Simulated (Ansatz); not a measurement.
## Electronic structure of C3H7BSi in real space

Input file:

```
crystal:
  periodic: [false, false, false]
  atoms:
    - { symbol: B, position_ang: [0.2445, 1.7716, -0.3548] }
    - { symbol: C, position_ang: [0.0411, 0.3074, 0.0129] }
    - { symbol: Si, position_ang: [0.2965, -0.2341, 1.7349] }
    - { symbol: C, position_ang: [-0.209, -0.5545, -0.8983] }
    - { symbol: C, position_ang: [-0.6088, -1.4482, -1.8194] }
    - { symbol: H, position_ang: [0.4931, 2.6275, 0.4541] }
    - { symbol: H, position_ang: [0.7519, -0.17145, -1.24188] }
    - { symbol: H, position_ang: [0.1664, -1.6718, 1.848] }
    - { symbol: H, position_ang: [-0.6123, 0.4718, 2.6804] }
    - { symbol: H, position_ang: [1.7079, 0.0983, 2.1684] }
    - { symbol: H, position_ang: [-0.789, -1.1248, -2.8011] }
    - { symbol: H, position_ang: [-0.6953, -2.4755, -1.5167] }
basis:
  gaussian: { orbitals: def2-SVP }
hamiltonian:
  xc: pbe0
relax:
  f_tol: 0.02
  max_steps: 50
output:
  orbitals: {}
```

Launched as:

```sh
ansatz run input.yaml --threads 2 --pin off --max-ram 3072MiB --backend cpu --events-out ev --progress --plain --runs-dir out
```

The fields are those of the run's last geometry, not of the input's.

Computed with RKS PBE0/def2-SVP (Ansatz 0.2.0).

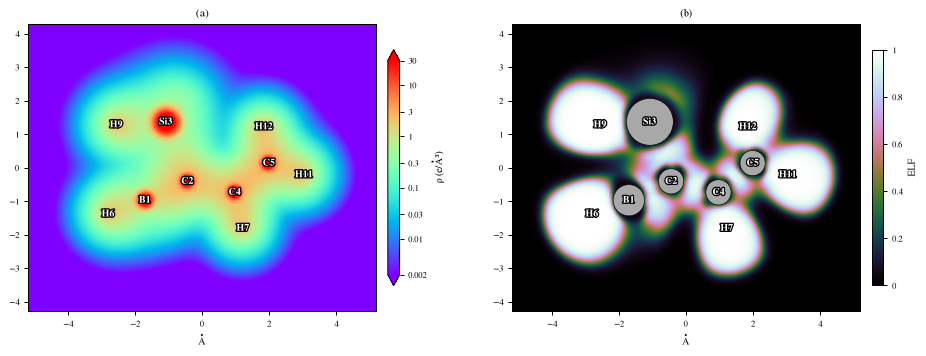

Figure 1. (a) total electron density; (b) ELF on the plane of atoms H11, C5 and H12. Grey discs cover the atomic cores in the ELF map.

**Describe what can be read from this map.**

The section cuts through B, C, Si and H sites. C–C (1.34 Å): the density is about 2.2 e/Å³ at the midpoint; the ELF peaks at about 0.95 between the atoms; a multiple bond. C–B (1.38 Å): ρ is about 1.8 e/Å³ halfway; the ELF peaks at about 0.90 between the atoms, as expected for localised, covalent bonding. C–Si (1.88 Å): ρ at the midpoint is about 0.86 e/Å³; the ELF peaks at about 0.95 between the atoms: a shared electron pair. C–H (1.09 Å): the density is about 1.9 e/Å³ at the midpoint; the ELF climbs to about 1 towards the hydrogen, as it does in any bond to H: a covalent bond by its length. C–C (1.45 Å): the density is about 1.8 e/Å³ at the midpoint; the ELF peaks at about 0.95 between the atoms: localised, covalent bonding.

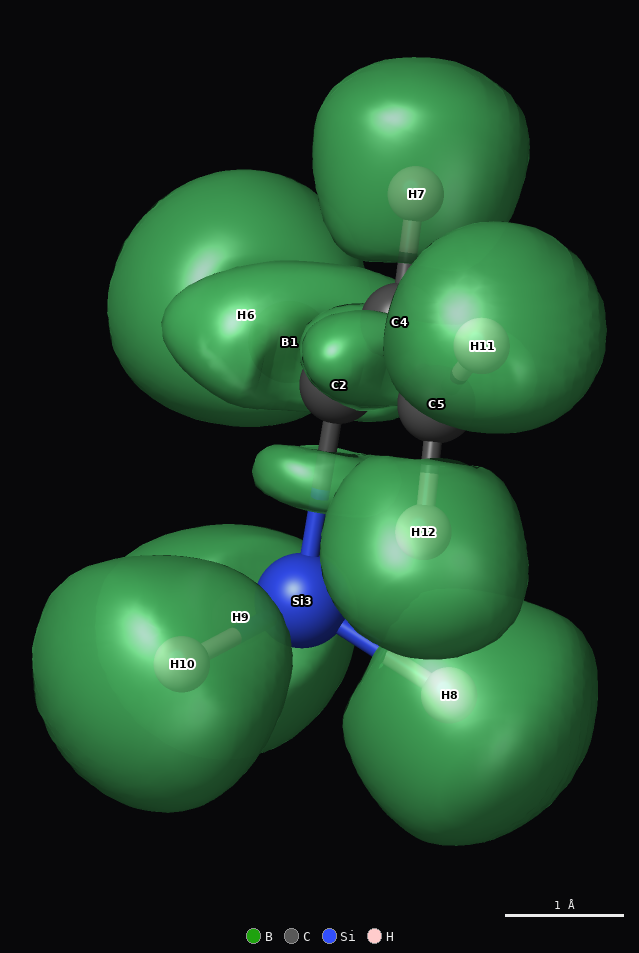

Figure 2. Isosurface of the electron localisation function at 0.8 (green), seen at an oblique angle. Only the valence region is drawn (cores and ρ < 0.01 e/Å³ removed).

**Where are the electrons localised?**

The surface consists of one region between bonded B–C atoms (shared pairs), two regions between bonded C–C atoms (shared pairs), one region between bonded C–Si atoms (shared pairs) and seven regions around hydrogen nuclei.

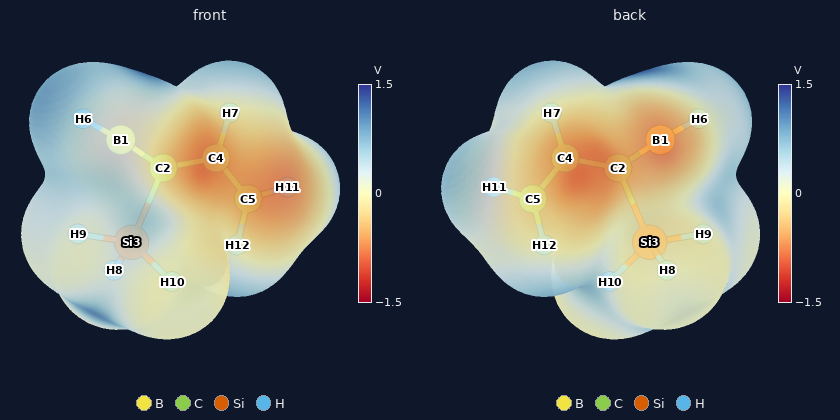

Figure 3. The electrostatic potential painted on the density surface at 0.002 e/bohr³, seen from the front and from behind; red is negative and blue positive.

**Where is the surface potential most negative and most positive?**

The most negative region (about −0.8 V) lies over the π face of C2, C4 and C5, the most positive (about +1.1 V) over B1.

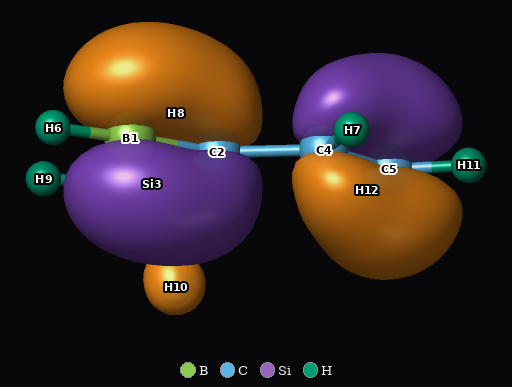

Figure 4. The HOMO at ±0.1 Å⁻³ᐟ² (orange and purple are the two phases), seen from one side.

**Where does this orbital lie, and at what energy?**

By Hirshfeld shares it lies mainly on C5 (about 25 %), B1 (about 25 %), C2 (about 25 %) and C4 (about 10 %). Its energy is −6.34 eV.
